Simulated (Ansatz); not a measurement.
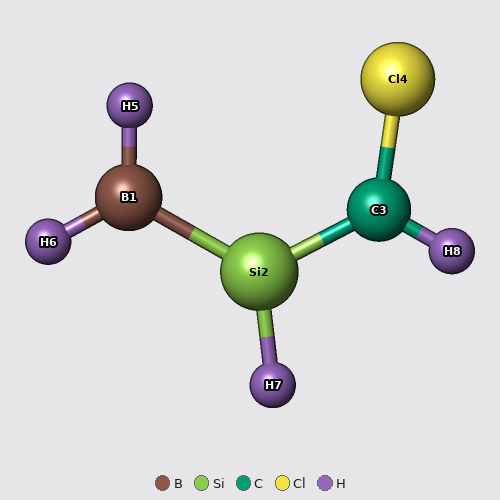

The system is CH₄BClSi, SMILES B[SiH]=CCl; the picture shows the reference structure. 
- First axis: bond length B1–Si2. Second axis: dihedral H5–B1–Si2–C3.
- Nothing is relaxed (all other coordinates rigid).
- Grid: 9 × 10 points; 54 points were computed and 36 follow by symmetry.
- Points are written as (first, second).
- All energies are given in kJ/mol relative to the lowest grid point.
- All numbers below come from RKS r2SCAN-D4/def2-TZVP (Ansatz).

Its coordinates:

```yaml
atoms:
  - { symbol: B, position_ang: [-0.7385, 1.5113, -0.2642] }
  - { symbol: Si, position_ang: [0.4633, 0.1787, 0.4970] }
  - { symbol: C, position_ang: [0.4567, -1.4989, -0.0025] }
  - { symbol: Cl, position_ang: [-0.5679, -2.1881, -1.1882] }
  - { symbol: H, position_ang: [-1.5128, 1.1753, -1.1059] }
  - { symbol: H, position_ang: [-0.7121, 2.6480, 0.0953] }
  - { symbol: H, position_ang: [1.4839, 0.4147, 1.5457] }
  - { symbol: H, position_ang: [1.1273, -2.2409, 0.4228] }
```

Range: bond length B1–Si2 from 1.676 to 2.729 Å; dihedral H5–B1–Si2–C3 from −180 to 144°.

**What will the energy surface look like?**

The lowest grid point is at (1.939 Å, 0°); the map holds 2 wells of about this depth. The highest grid point, (2.729 Å, −108°), lies 187 kJ/mol above the lowest. On the interpolated surface the easiest way out of the lowest well to a well of about the same depth near (1.939 Å, −180°) passes a barrier of about 42 kJ/mol. Round the minimum the two coordinates are nearly uncoupled.

| dihedral H5–B1–Si2–C3 ↓, bond length B1–Si2 → | 1.676 | 1.808 | 1.939 | 2.071 | 2.203 | 2.334 | 2.466 | 2.597 | 2.729 |
| --- | --- | --- | --- | --- | --- | --- | --- | --- | --- |
| 144 | 100 | 33 | 12 | 19 | 42 | 73 | 109 | 146 | 182 |
| 108 | 145 | 68 | 40 | 40 | 58 | 85 | 118 | 152 | 187 |
| 72 | 145 | 68 | 40 | 40 | 58 | 85 | 118 | 152 | 187 |
| 36 | 100 | 33 | 12 | 19 | 42 | 73 | 109 | 146 | 182 |
| 0 | 82 | 18 | 0 | 9 | 34 | 67 | 104 | 142 | 180 |
| −36 | 100 | 33 | 12 | 19 | 42 | 73 | 109 | 146 | 182 |
| −72 | 145 | 68 | 40 | 40 | 58 | 85 | 118 | 152 | 187 |
| −108 | 145 | 68 | 40 | 40 | 58 | 85 | 118 | 152 | 187 |
| −144 | 100 | 33 | 12 | 19 | 42 | 73 | 109 | 146 | 182 |
| −180 | 83 | 18 | 0 | 9 | 34 | 67 | 104 | 142 | 180 |

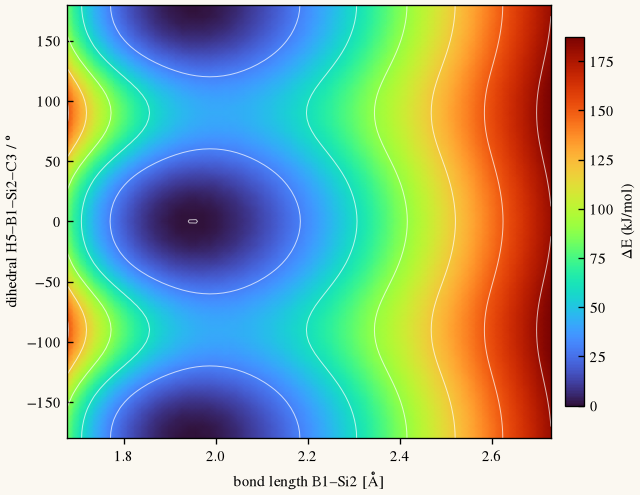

Drawn: a smooth colour map with a few white contour lines. Between grid points the surface is interpolated.

The whole map (54 points run) took 6.2 min on 1 thread of Intel(R) Xeon(R) Platinum 8488C (Sapphire Rapids), on a shared host.
